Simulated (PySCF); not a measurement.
SMILES CC[CH2][AlH][F] (C3H8AlF) at its B3LYP/def2-SVP optimised geometry (Å):

```
13

Al     0.2769     1.7890     0.0000
F     -0.4416     3.3002     0.0000
H      1.8586     1.7890     0.0000
C     -0.8950     0.2227     0.0067
C     -0.2140    -1.1577     0.0349
C     -1.1999    -2.3287     0.0521
H     -1.5636     0.3014    -0.8736
H     -1.5767     0.3294     0.8742
H      0.4556    -1.2631    -0.8383
H      0.4481    -1.2314     0.9172
H     -1.8586    -2.2807     0.9357
H     -0.6790    -3.3002     0.0745
H     -1.8477    -2.3159    -0.8408
```

Method: B3LYP/def2-TZVP run with PySCF. Cells within 0.4 Å of a nucleus heavier than hydrogen are left out (blank, or x).

Map of the HOMO amplitude (bohr^(-3/2)) on the plane z = 0.0 Å; orbital energy -7.65 eV, overall sign arbitrary:

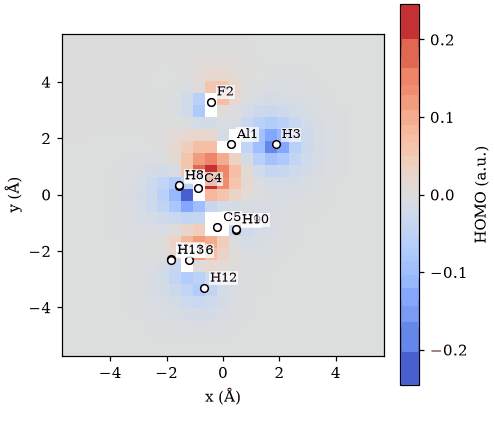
HOMO amplitude (bohr^(-3/2)) on the plane z = 0.0 Å.
